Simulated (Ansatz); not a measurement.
# Calculations on SiN2H9F

### Relaxation

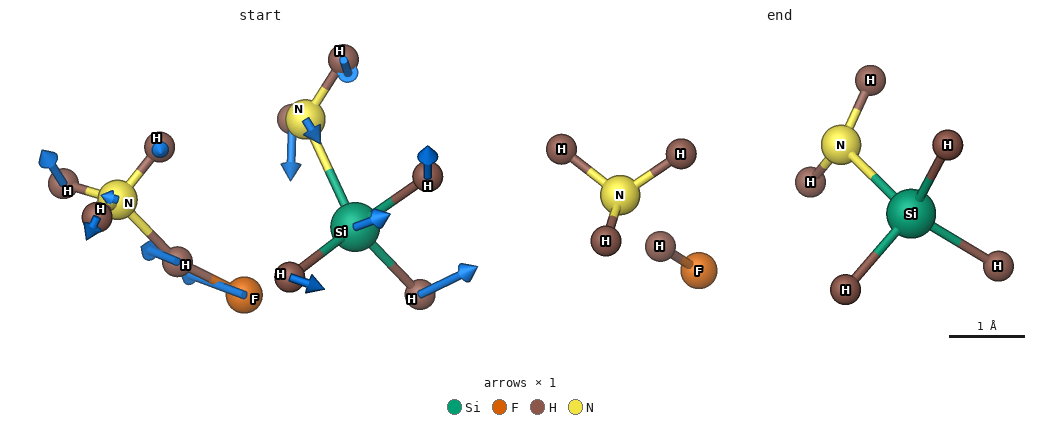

The structure of SiN$_{2}$H$_{9}$F (started from a transition state, displaced along its imaginary mode) before (left) and after (right) a relaxation, at one scale. The blue arrows give the displacements, at their true length.

The picture is a ball-and-stick view, seen at a tilt.

All numbers below come from RKS PBE0-D4/def2-TZVP in Ansatz. (force threshold 0.005 eV/Å; at most 200 steps)

Question: Describe what moved and what it gained.

Answer: The F atom moves most after the best rigid fit: 1.39 Å. Largest moves by element: F 1.39 Å, H 1.05 Å, Si 0.64 Å, N 0.41 Å. Near-neighbour distances that change, for instance: F–Si 2.151 → 3.973 Å, H–N 1.262 → 1.569 Å, F–H 1.115 → 0.982 Å, H–N 0.912 → 1.020 Å. Bond angles that change, for instance: H–Si–N 96.5° → 107.5°, H–Si–H 99.0° → 109.6°, H–Si–H 115.0° → 107.6°. After 20 accepted moves (22 points after the start) the energy has fallen by 0.879 eV. Largest force component: 6.1 eV/Å at the start, 0.004 eV/Å at the end. The line search rejected the trial steps at points 7, 14 of the run. The run took 24 s on 8 threads of Intel Xeon Platinum 8488C, with other jobs on the host.

### Relaxation

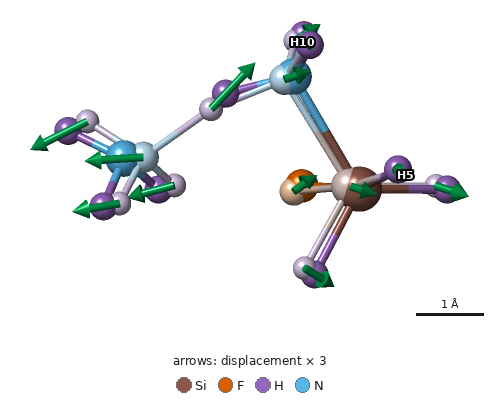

This is a relaxation of SiN₂H₉F (started from a transition state, displaced along its imaginary mode). The starting structure is drawn faded, the final one solid; green arrows show the displacements, magnified 3 times. The two geometries are superimposed by the best rigid fit.

The picture is a ball-and-stick view, seen from a free direction.

The calculation used Ansatz 0.2.0, RKS PBE0-D4/def2-TZVP.

Input file:
```yaml
crystal:
  periodic: [false, false, false]
  atoms:
    - {symbol: Si, position_ang: [-0.831025, -1.157242, 0.136768]}
    - {symbol: F, position_ang: [0.762182, -1.359956, -0.296912]}
    - {symbol: H, position_ang: [-1.211892, -0.879137, -1.276636]}
    - {symbol: H, position_ang: [-0.783880, -2.544025, 0.768370]}
    - {symbol: H, position_ang: [-2.267177, -0.866130, 0.660208]}
    - {symbol: H, position_ang: [0.288310, 0.959942, 0.164004]}
    - {symbol: N, position_ang: [-0.198651, 0.371660, 1.075526]}
    - {symbol: H, position_ang: [1.247189, 0.261081, -1.074985]}
    - {symbol: N, position_ang: [1.010018, 1.146248, -0.937441]}
    - {symbol: H, position_ang: [-0.916950, 0.787618, 1.684785]}
    - {symbol: H, position_ang: [0.525540, 0.049137, 1.680764]}
    - {symbol: H, position_ang: [1.873966, 1.762720, -0.852349]}
    - {symbol: H, position_ang: [0.502370, 1.468183, -1.732102]}
basis:
  gaussian: {orbitals: def2-TZVP}
hamiltonian: {xc: pbe0, dispersion: d4}
relax: {f_tol: 0.005, max_steps: 200}
```

Command:
```bash
ansatz run in.yaml --threads 8 --pin off --events-out ev --progress --plain --max-ram 19148MiB
```

Q: What did the optimiser do to the structure, and how much energy did it gain?

A: The largest moves after the best rigid fit, 0.32 Å, are those of H6 and H12. Largest moves by element: H 0.32 Å, N 0.30 Å, F 0.15 Å, Si 0.14 Å. Some distances before and after: H6–N9 1.330 → 1.871 Å, H6–N7 1.189 → 1.044 Å, H8–N9 0.927 → 1.017 Å, Si1–N7 1.902 → 1.970 Å. Among the angles between lasting bonds that change: H6–N7–H10 122.6° → 111.1°, F2–Si1–H5 173.9° → 165.1°, Si1–N7–H6 98.9° → 105.9°. Over 22 geometry steps the energy falls by 18.8 kcal/mol. Largest force component: 6.7 eV/Å at the start, 0.0028 eV/Å at the end. The run took 23 s on 8 threads of Intel Xeon Platinum 8488C, with other jobs on the host.

### Reaction

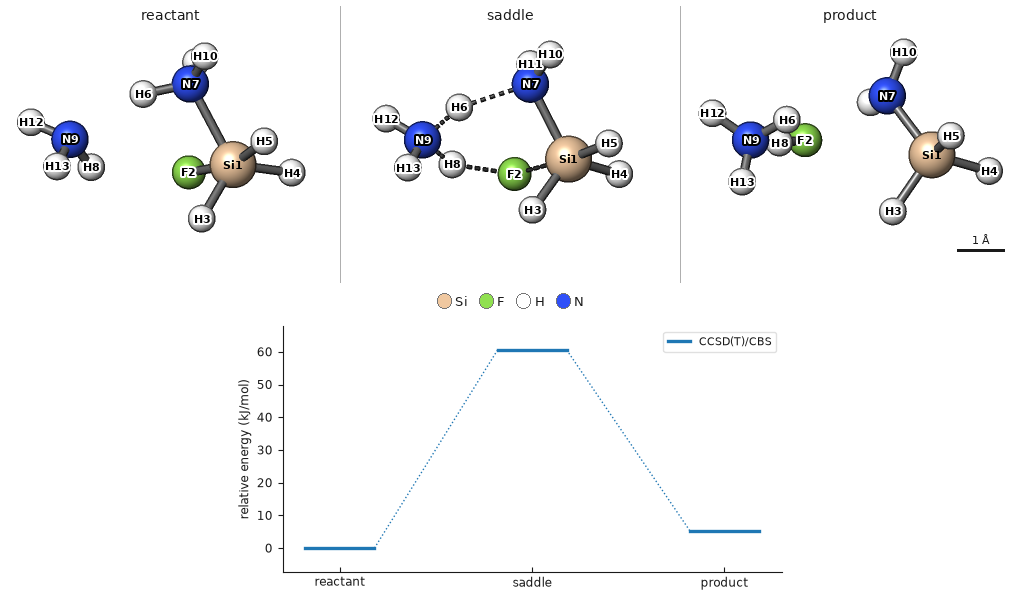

A reaction step of SiN$_{2}$H$_{9}$F, with its energy diagram. The picture is a ball-and-stick view, seen face on. Dashed sticks mark bonds that form or break.

Stationary points at PBE0-D4/def2-TZVP, single-point energies with CCSD(T)/CBS (def2-TZVPP where no basis is named; Ansatz 0.2.0). The energies are electronic, without zero-point or thermal terms, and both ends are the minima reached downhill from the saddle, with any fragments still in contact. CCSD(T)/CBS stands for a frozen-core estimate: MP2 correlation extrapolated from def2-TZVPP and def2-QZVPP, CCSD(T) minus MP2 from the smaller set.

**What happens, and what does it cost?**

Counted by bonded pieces, the reactant holds NH₃ + SiH₆NF and the product holds HF + NH₃ + SiH₅N. From the reactant over the saddle to the product, bonds form: F2–H8 (2.21 → 1.48 → 0.98 Å), H6–N9 (1.87 → 1.11 → 1.02 Å). Bonds break: Si1–F2 (1.71 → 1.90 → 3.97 Å), H6–N7 (1.04 → 1.62 → 2.29 Å), H8–N9 (1.02 → 1.08 → 1.57 Å). The saddle has one imaginary mode, 241i cm⁻¹. With CCSD(T)/CBS the barrier is 60.5 kJ/mol from the reactant and 55.2 kJ/mol from the product, and the product lies 5.3 kJ/mol above the reactant.
